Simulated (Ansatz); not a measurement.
Input

```
crystal:
  periodic: [false, false, false]
  atoms:
    - {symbol: F, position_ang: [-0.150104, -1.266245, 2.277671]}
    - {symbol: Al, position_ang: [0.568415, -0.914732, 0.857666]}
    - {symbol: Cl, position_ang: [2.333642, -1.767805, 0.220019]}
    - {symbol: F, position_ang: [-0.667391, -0.848049, -0.453194]}
    - {symbol: Al, position_ang: [-0.689536, 0.931024, -0.743746]}
    - {symbol: F, position_ang: [-2.080514, 1.566141, -0.179782]}
    - {symbol: Cl, position_ang: [0.151773, 1.433642, -2.557563]}
    - {symbol: F, position_ang: [0.533725, 0.866034, 0.578908]}
basis:
  gaussian: {orbitals: def2-TZVPP}
hamiltonian: {xc: pbe0, dispersion: d4}
output: {orbitals: {seedname: orbitals}}
```

Command:

```sh
ansatz run in.yaml --threads 4 --pin off --events-out ev --progress --plain --max-ram 11315MiB
```

Geometry: PBE0-D4/def2-TZVP.

Theory: RKS PBE0-D4/def2-TZVPP in Ansatz.

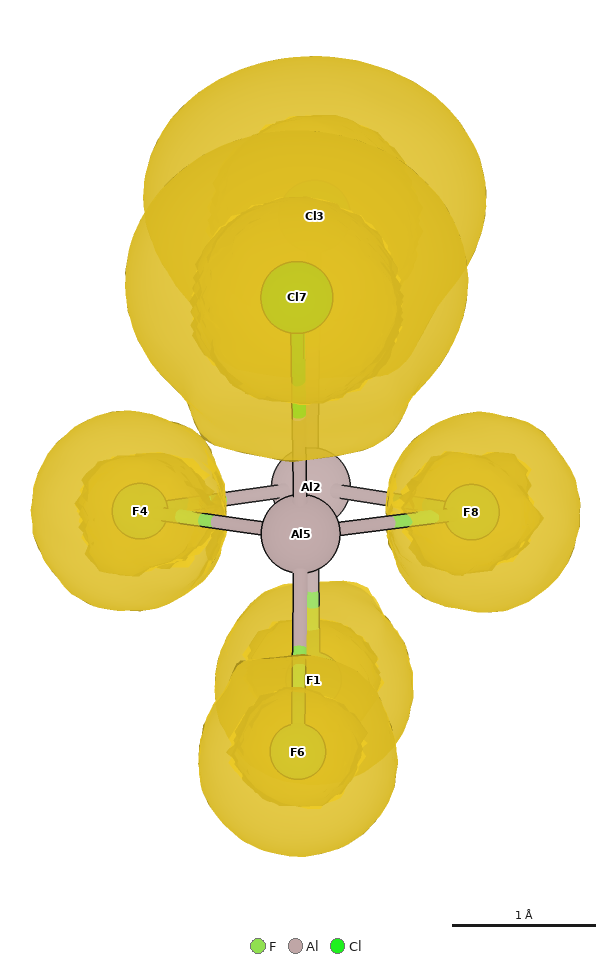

Al₂Cl₂F₄ (SMILES [F][Al-]1([Cl])[F+][Al-]([F])([Cl])[F+]1). Isosurface of the electron localisation function at 0.8 (yellow), seen at an oblique angle. Core shells and regions of very low density are left out.

Identify the bonds, lone pairs and shells in this picture.

Answer. At this value the surface marks out two regions on Cl in which the atom's valence shell and bonds are merged and four regions wrapped around F (the valence shell of each). Profiles from the grid: Al–F (1.63 Å): the ELF peaks at about 0.85 in the valence shell of F, 0.6 Å from its nucleus, and is about 0.40 at the midpoint. Al–Cl (2.06 Å): the ELF peaks at about 0.85 in the valence shell of Cl, 0.9 Å from its nucleus, and is about 0.80 at the midpoint.
